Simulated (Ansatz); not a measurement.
**SiNH$_{8}$ClO: geometry relaxation (part 3 of 3)**

The same run, continued: SiNH$_{8}$ClO; RKS PBE0-D4/def2-TZVP (Ansatz 0.2.0). The geometry is a transition state displaced along its imaginary mode. The reaction was set up to form Si1–N7, H6–O9 and H2–H8 and to break Si1–H2, H6–N7 and H8–O9 (atoms counted from 1 in the order of the input); sticks are drawn by distance alone.

Geometry of the input (Å):
```
Si -1.0490  0.0208  -0.6594
H  0.3052  -1.4065  -0.2996
H  -1.0835  -0.7618  -1.9485
H  -2.0462  1.0563  -0.8391
Cl -1.9164  -0.8792  1.0137
H  1.1004  0.2496  0.8613
N  0.3704  1.0234  -0.3935
H  0.6664  -1.2403  0.1918
O  1.4479  -0.3956  1.3086
H  1.1224  0.9628  -1.0707
H  0.1282  1.9921  -0.2625
H  0.9542  -0.6215  2.0979
```

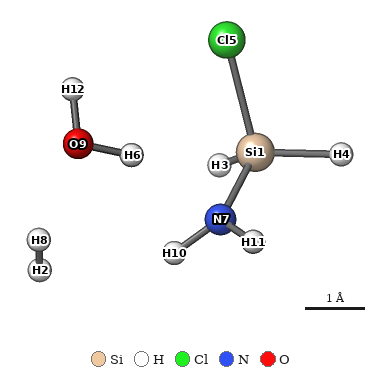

**Figure 1.** The geometry at step 35 of the log (ball-and-stick view, seen at a tilt; atoms are numbered from 1 in the order of the input).

**Trajectory as extended XYZ, continued**
```
12
Properties=species:S:1:pos:R:3:forces:R:3 step=27 energy=-24060.25601
Si   -1.5172    0.4909   -0.6380   -0.0047  -0.0213   0.0092
H     1.6827   -2.0259   -0.9922    0.0031   0.0160   0.0430
H    -1.6746   -0.6899   -1.5152    0.0030   0.0313   0.0285
H    -2.3873    1.6271   -1.0123    0.0086  -0.0151   0.0040
Cl   -2.1616   -0.0985    1.2411    0.0243   0.0161  -0.0537
H     0.8508    0.2295    1.2434    0.0037   0.0007  -0.0043
N     0.1151    0.9844   -0.6402   -0.0063   0.0024   0.0004
H     1.7120   -1.7629   -0.2892   -0.0031  -0.0141  -0.0433
O     1.3902   -0.3435    1.8041   -0.0019  -0.0047   0.0020
H     0.8459    0.3936   -1.0044   -0.0242   0.0154   0.0147
H     0.3832    1.9537   -0.5954   -0.0046  -0.0278  -0.0024
H     0.7609   -0.7586    2.3982    0.0021   0.0011   0.0019
12
Properties=species:S:1:pos:R:3:forces:R:3 step=28 energy=-24060.25613
Si   -1.5201    0.4922   -0.6404   -0.0022  -0.0331   0.0219
H     1.6857   -2.0205   -0.9951    0.0021   0.0138   0.0278
H    -1.6758   -0.6918   -1.5128    0.0019   0.0296   0.0146
H    -2.3884    1.6278   -1.0200    0.0088  -0.0130   0.0032
Cl   -2.1666   -0.0946    1.2377    0.0117   0.0169  -0.0372
H     0.8606    0.2221    1.2400   -0.0004  -0.0035   0.0051
N     0.1125    0.9834   -0.6368    0.0104   0.0084  -0.0030
H     1.7100   -1.7562   -0.2928   -0.0015  -0.0145  -0.0285
O     1.3935   -0.3583    1.7996   -0.0237  -0.0024   0.0132
H     0.8440    0.3901   -0.9952   -0.0225   0.0136   0.0043
H     0.3820    1.9524   -0.5950   -0.0041  -0.0233  -0.0032
H     0.7628   -0.7467    2.4109    0.0196   0.0075  -0.0182
12
Properties=species:S:1:pos:R:3:forces:R:3 step=29 energy=-24060.25624
Si   -1.5180    0.4903   -0.6411   -0.0006  -0.0115   0.0136
H     1.6776   -2.0213   -0.9934    0.0007   0.0079   0.0193
H    -1.6720   -0.6908   -1.5166   -0.0001   0.0169   0.0116
H    -2.3874    1.6255   -1.0183    0.0048  -0.0100  -0.0001
Cl   -2.1622   -0.0985    1.2358    0.0032   0.0054  -0.0214
H     0.8550    0.2254    1.2422    0.0091  -0.0033   0.0066
N     0.1136    0.9843   -0.6357    0.0092   0.0029  -0.0067
H     1.7026   -1.7599   -0.2904    0.0003  -0.0075  -0.0200
O     1.3959   -0.3474    1.8022   -0.0396  -0.0113   0.0176
H     0.8456    0.3925   -0.9950   -0.0144   0.0105   0.0035
H     0.3811    1.9537   -0.5951   -0.0020  -0.0155  -0.0008
H     0.7683   -0.7536    2.4055    0.0294   0.0156  -0.0232
12
Properties=species:S:1:pos:R:3:forces:R:3 step=30 energy=-24060.25631
Si   -1.5214    0.4931   -0.6373    0.0034  -0.0093   0.0083
H     1.7011   -2.0124   -1.0008    0.0012   0.0072   0.0196
H    -1.6805   -0.6935   -1.5043   -0.0004   0.0133   0.0105
H    -2.3866    1.6286   -1.0229    0.0029  -0.0078   0.0010
Cl   -2.1677   -0.0784    1.2442    0.0034   0.0052  -0.0190
H     0.8496    0.2234    1.2443    0.0131  -0.0102   0.0040
N     0.1124    0.9795   -0.6373    0.0020   0.0073  -0.0035
H     1.7196   -1.7566   -0.2955   -0.0006  -0.0064  -0.0205
O     1.3877   -0.3575    1.7988   -0.0442  -0.0077   0.0218
H     0.8410    0.3836   -0.9967   -0.0109   0.0050   0.0051
H     0.3850    1.9475   -0.5985   -0.0021  -0.0119  -0.0022
H     0.7598   -0.7573    2.4060    0.0323   0.0154  -0.0253
12
Properties=species:S:1:pos:R:3:forces:R:3 step=31 energy=-24060.25640
Si   -1.5288    0.4991   -0.6308    0.0052  -0.0086   0.0037
H     1.7464   -1.9939   -1.0149    0.0010   0.0098   0.0274
H    -1.6971   -0.6992   -1.4794    0.0000   0.0109   0.0093
H    -2.3857    1.6347   -1.0341    0.0029  -0.0064   0.0030
Cl   -2.1806   -0.0377    1.2592    0.0081   0.0068  -0.0206
H     0.8423    0.2124    1.2445    0.0204  -0.0150   0.0096
N     0.1093    0.9708   -0.6404   -0.0068   0.0085   0.0029
H     1.7513   -1.7473   -0.3059   -0.0006  -0.0088  -0.0276
O     1.3754   -0.3745    1.7979   -0.0583  -0.0041   0.0196
H     0.8316    0.3657   -0.9966   -0.0082  -0.0003   0.0036
H     0.3916    1.9361   -0.6069   -0.0026  -0.0101  -0.0014
H     0.7442   -0.7662    2.4073    0.0389   0.0172  -0.0295
12
Properties=species:S:1:pos:R:3:forces:R:3 step=32 energy=-24060.25647
Si   -1.5345    0.5035   -0.6261    0.0064  -0.0031   0.0007
H     1.7808   -1.9775   -1.0260    0.0005   0.0098   0.0279
H    -1.7098   -0.7038   -1.4599    0.0000   0.0064   0.0061
H    -2.3847    1.6389   -1.0436    0.0027  -0.0052   0.0029
Cl   -2.1905   -0.0050    1.2700    0.0084   0.0052  -0.0156
H     0.8366    0.2035    1.2450    0.0262  -0.0190   0.0142
N     0.1068    0.9636   -0.6417   -0.0098   0.0084   0.0050
H     1.7747   -1.7389   -0.3142   -0.0002  -0.0088  -0.0277
O     1.3662   -0.3886    1.7964   -0.0703  -0.0009   0.0189
H     0.8242    0.3508   -0.9946   -0.0055  -0.0033   0.0019
H     0.3966    1.9269   -0.6142   -0.0031  -0.0081  -0.0007
H     0.7336   -0.7733    2.4090    0.0447   0.0186  -0.0336
12
Properties=species:S:1:pos:R:3:forces:R:3 step=33 energy=-24060.25655
Si   -1.5398    0.5076   -0.6219    0.0079   0.0016  -0.0004
H     1.8132   -1.9603   -1.0360    0.0002   0.0079   0.0226
H    -1.7221   -0.7084   -1.4408   -0.0003   0.0030   0.0028
H    -2.3837    1.6427   -1.0530    0.0026  -0.0044   0.0024
Cl   -2.1990    0.0266    1.2800    0.0066   0.0034  -0.0096
H     0.8316    0.1951    1.2457    0.0280  -0.0209   0.0165
N     0.1044    0.9566   -0.6428   -0.0087   0.0077   0.0042
H     1.7966   -1.7297   -0.3218    0.0000  -0.0073  -0.0223
O     1.3571   -0.4032    1.7943   -0.0695   0.0047   0.0133
H     0.8169    0.3359   -0.9918   -0.0044  -0.0034   0.0010
H     0.4015    1.9178   -0.6221   -0.0039  -0.0077  -0.0003
H     0.7233   -0.7806    2.4101    0.0414   0.0155  -0.0301
12
Properties=species:S:1:pos:R:3:forces:R:3 step=34 energy=-24060.25662
Si   -1.5460    0.5125   -0.6169    0.0091   0.0047   0.0005
H     1.8514   -1.9384   -1.0472    0.0001   0.0054   0.0156
H    -1.7369   -0.7140   -1.4180   -0.0006   0.0018   0.0007
H    -2.3823    1.6470   -1.0641    0.0026  -0.0047   0.0021
Cl   -2.2075    0.0644    1.2919    0.0032   0.0018  -0.0050
H     0.8255    0.1858    1.2473    0.0280  -0.0232   0.0185
N     0.1016    0.9480   -0.6439   -0.0025   0.0059  -0.0006
H     1.8221   -1.7180   -0.3305    0.0001  -0.0053  -0.0152
O     1.3457   -0.4214    1.7913   -0.0593   0.0136   0.0026
H     0.8081    0.3175   -0.9879   -0.0059   0.0012   0.0020
H     0.4073    1.9067   -0.6328   -0.0056  -0.0107  -0.0001
H     0.7110   -0.7902    2.4108    0.0309   0.0093  -0.0211
12
Properties=species:S:1:pos:R:3:forces:R:3 step=35 energy=-24060.25667
Si   -1.5494    0.5157   -0.6131    0.0047   0.0050  -0.0002
H     1.8781   -1.9229   -1.0536   -0.0006   0.0042   0.0162
H    -1.7472   -0.7171   -1.4031    0.0006   0.0045   0.0042
H    -2.3813    1.6498   -1.0697    0.0030  -0.0046   0.0019
Cl   -2.2113    0.0891    1.3008    0.0048   0.0010  -0.0082
H     0.8189    0.1800    1.2493    0.0182  -0.0109   0.0075
N     0.1003    0.9427   -0.6459   -0.0020  -0.0004  -0.0042
H     1.8384   -1.7116   -0.3346    0.0008  -0.0040  -0.0160
O     1.3370   -0.4318    1.7894   -0.0271   0.0116  -0.0058
H     0.8024    0.3057   -0.9872   -0.0068   0.0060   0.0053
H     0.4113    1.8997   -0.6418   -0.0056  -0.0112   0.0007
H     0.7028   -0.7992    2.4094    0.0098  -0.0011  -0.0014
12
Properties=species:S:1:pos:R:3:forces:R:3 step=36 energy=-24060.25666 accepted=F
Si   -1.5513    0.5174   -0.6132    0.0064  -0.0085   0.0078
H     1.8866   -1.9180   -1.0538   -0.0002   0.0025   0.0066
H    -1.7511   -0.7176   -1.3994    0.0005   0.0081   0.0015
H    -2.3821    1.6513   -1.0715    0.0020  -0.0018   0.0011
Cl   -2.2109    0.0943    1.3022   -0.0011   0.0032  -0.0051
H     0.8240    0.1776    1.2488   -0.0048   0.0029  -0.0037
N     0.0988    0.9417   -0.6467    0.0013  -0.0023  -0.0060
H     1.8421   -1.7081   -0.3349    0.0005  -0.0032  -0.0071
O     1.3341   -0.4416    1.7870    0.0128   0.0072  -0.0075
H     0.8000    0.3021   -0.9848   -0.0048   0.0063   0.0016
H     0.4114    1.8981   -0.6454   -0.0022  -0.0049  -0.0008
H     0.6985   -0.7971    2.4117   -0.0104  -0.0095   0.0115
12
Properties=species:S:1:pos:R:3:forces:R:3 step=37 energy=-24060.25669
Si   -1.5501    0.5165   -0.6132    0.0042  -0.0006   0.0027
H     1.8815   -1.9213   -1.0531   -0.0005   0.0023   0.0084
H    -1.7489   -0.7169   -1.4021    0.0005   0.0049   0.0026
H    -2.3817    1.6505   -1.0697    0.0020  -0.0022   0.0008
Cl   -2.2103    0.0905    1.3012    0.0014   0.0011  -0.0050
H     0.8208    0.1789    1.2491    0.0029   0.0010  -0.0008
N     0.0996    0.9425   -0.6466   -0.0014  -0.0029  -0.0045
H     1.8394   -1.7105   -0.3343    0.0008  -0.0024  -0.0083
O     1.3359   -0.4347    1.7892   -0.0008   0.0046  -0.0054
H     0.8014    0.3044   -0.9863   -0.0041   0.0052   0.0027
H     0.4111    1.8993   -0.6439   -0.0026  -0.0058   0.0005
H     0.7011   -0.7993    2.4097   -0.0025  -0.0052   0.0064
12
Properties=species:S:1:pos:R:3:forces:R:3 step=38 energy=-24060.25670
Si   -1.5503    0.5167   -0.6131    0.0036  -0.0013   0.0020
H     1.8832   -1.9210   -1.0529   -0.0001   0.0010   0.0041
H    -1.7499   -0.7165   -1.4017    0.0002   0.0036   0.0017
H    -2.3816    1.6510   -1.0694    0.0011  -0.0010   0.0005
Cl   -2.2101    0.0912    1.3015    0.0003   0.0008  -0.0028
H     0.8205    0.1798    1.2500   -0.0005   0.0017  -0.0033
N     0.0994    0.9421   -0.6471   -0.0020  -0.0022  -0.0040
H     1.8407   -1.7102   -0.3343    0.0004  -0.0011  -0.0042
O     1.3351   -0.4355    1.7884    0.0039   0.0022  -0.0021
H     0.8009    0.3036   -0.9864   -0.0020   0.0035   0.0026
H     0.4112    1.8987   -0.6445   -0.0014  -0.0029  -0.0001
H     0.7008   -0.7999    2.4096   -0.0034  -0.0045   0.0056
12
Properties=species:S:1:pos:R:3:forces:R:3 step=39 energy=-24060.25670
Si   -1.5513    0.5176   -0.6126    0.0012  -0.0010   0.0010
H     1.8884   -1.9193   -1.0535    0.0001  -0.0004  -0.0015
H    -1.7526   -0.7163   -1.3995   -0.0002   0.0009   0.0001
H    -2.3814    1.6521   -1.0701    0.0001   0.0006   0.0000
Cl   -2.2108    0.0952    1.3025   -0.0008   0.0001   0.0004
H     0.8193    0.1789    1.2506   -0.0030   0.0027  -0.0026
N     0.0987    0.9410   -0.6479   -0.0017  -0.0026  -0.0029
H     1.8444   -1.7087   -0.3350    0.0001   0.0004   0.0015
O     1.3341   -0.4363    1.7888    0.0054  -0.0013   0.0000
H     0.7995    0.3011   -0.9859    0.0010   0.0018   0.0012
H     0.4117    1.8971   -0.6464    0.0004   0.0003   0.0002
H     0.6999   -0.8025    2.4091   -0.0026  -0.0015   0.0025
12
Properties=species:S:1:pos:R:3:forces:R:3 step=40 energy=-24060.25671
Si   -1.5521    0.5183   -0.6122   -0.0004   0.0006  -0.0001
H     1.8930   -1.9174   -1.0540    0.0002  -0.0008  -0.0029
H    -1.7551   -0.7161   -1.3977   -0.0003  -0.0007  -0.0004
H    -2.3811    1.6532   -1.0707   -0.0002   0.0010  -0.0002
Cl   -2.2119    0.0989    1.3035   -0.0006  -0.0005   0.0015
H     0.8176    0.1779    1.2509   -0.0018   0.0009  -0.0006
N     0.0982    0.9399   -0.6486   -0.0017  -0.0024  -0.0020
H     1.8481   -1.7074   -0.3355   -0.0001   0.0008   0.0029
O     1.3331   -0.4374    1.7883    0.0022  -0.0016   0.0011
H     0.7983    0.2988   -0.9855    0.0022   0.0009   0.0008
H     0.4123    1.8956   -0.6477    0.0008   0.0010   0.0003
H     0.6997   -0.8043    2.4092   -0.0004   0.0007  -0.0004
12
Properties=species:S:1:pos:R:3:forces:R:3 step=41 energy=-24060.25671
Si   -1.5534    0.5192   -0.6118   -0.0009   0.0016  -0.0008
H     1.8985   -1.9151   -1.0547    0.0003  -0.0007  -0.0028
H    -1.7584   -0.7158   -1.3958   -0.0004  -0.0016  -0.0008
H    -2.3808    1.6548   -1.0714   -0.0003   0.0010  -0.0001
Cl   -2.2132    0.1030    1.3046   -0.0004  -0.0007   0.0020
H     0.8157    0.1766    1.2512   -0.0003  -0.0011   0.0016
N     0.0975    0.9385   -0.6495   -0.0020  -0.0020  -0.0012
H     1.8525   -1.7060   -0.3360   -0.0003   0.0008   0.0029
O     1.3320   -0.4389    1.7877   -0.0009  -0.0012   0.0014
H     0.7969    0.2959   -0.9850    0.0028   0.0004   0.0005
H     0.4131    1.8936   -0.6490    0.0010   0.0010   0.0003
H     0.6996   -0.8059    2.4096    0.0014   0.0024  -0.0029
12
Properties=species:S:1:pos:R:3:forces:R:3 step=42 energy=-24060.25671
Si   -1.5554    0.5207   -0.6114   -0.0005   0.0027  -0.0011
H     1.9073   -1.9114   -1.0557    0.0003  -0.0003  -0.0014
H    -1.7640   -0.7150   -1.3933   -0.0005  -0.0020  -0.0010
H    -2.3804    1.6576   -1.0721   -0.0002   0.0006   0.0000
Cl   -2.2150    0.1090    1.3061   -0.0001  -0.0008   0.0020
H     0.8128    0.1746    1.2516    0.0010  -0.0032   0.0038
N     0.0963    0.9360   -0.6512   -0.0023  -0.0014  -0.0005
H     1.8593   -1.7037   -0.3366   -0.0003   0.0004   0.0014
O     1.3303   -0.4412    1.7868   -0.0033  -0.0003   0.0011
H     0.7948    0.2911   -0.9840    0.0024   0.0003   0.0003
H     0.4144    1.8903   -0.6510    0.0009   0.0003   0.0001
H     0.6995   -0.8079    2.4106    0.0024   0.0037  -0.0048
12
Properties=species:S:1:pos:R:3:forces:R:3 step=43 energy=-24060.25672
Si   -1.5575    0.5221   -0.6112    0.0010   0.0027  -0.0008
H     1.9160   -1.9075   -1.0565    0.0001   0.0004   0.0012
H    -1.7699   -0.7141   -1.3913   -0.0004  -0.0012  -0.0008
H    -2.3799    1.6607   -1.0724    0.0002  -0.0002   0.0003
Cl   -2.2166    0.1140    1.3074    0.0001  -0.0006   0.0011
H     0.8102    0.1727    1.2521    0.0015  -0.0041   0.0047
N     0.0951    0.9334   -0.6530   -0.0024  -0.0008  -0.0002
H     1.8656   -1.7015   -0.3370   -0.0002  -0.0004  -0.0012
O     1.3287   -0.4433    1.7860   -0.0034   0.0007   0.0004
H     0.7927    0.2860   -0.9830    0.0009   0.0009   0.0004
H     0.4159    1.8869   -0.6527    0.0005  -0.0010  -0.0003
H     0.6996   -0.8094    2.4117    0.0020   0.0037  -0.0048
```

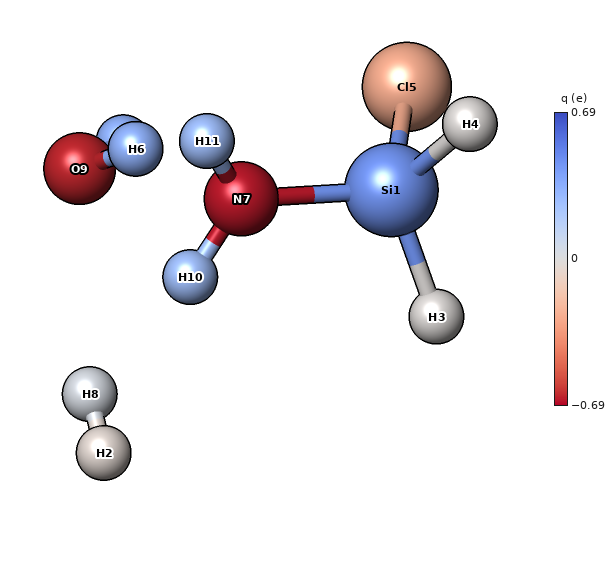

**Figure 2.** Mulliken charges, as the colour of each atom (ball-and-stick view, seen at a tilt; atoms are numbered from 1 in the order of the input). By element: Si +0.44, H −0.03 to +0.32, Cl −0.27, N −0.66 and O −0.65 e.

**Summary**

```tsv
quantity	value
outcome	converged
total energy	−24060.2568 eV
mean-field energy	−24060.0764 eV
dispersion energy	−0.1803 eV
SCF solution under orbital rotations	stable
largest force (length of the vector) at the end	0.006 eV/Å
dipole moment	2.37 D
wall time	2 min (CPU time 7.5 min)
peak memory	0.46 GiB
```
